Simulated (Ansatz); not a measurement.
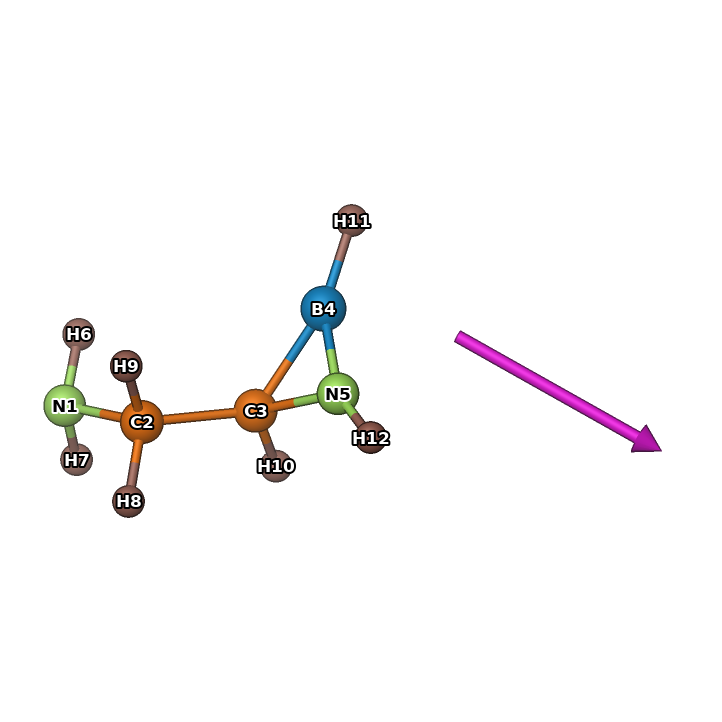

The arrow beside the molecule shows the direction of the dipole moment, from the negative to the positive end (its length means nothing). The computed structure is the end point of a PBE-D4/def2-SVP optimisation. No frequency run is at hand to confirm it as a minimum. Properties computed with RKS PBE-D4/def2-SVP (Ansatz 0.2.0).

Estimate the dipole moment.

Answer. 1.71 D; it points from the side of H6 to the side of H12 (the outermost atoms at the two ends).
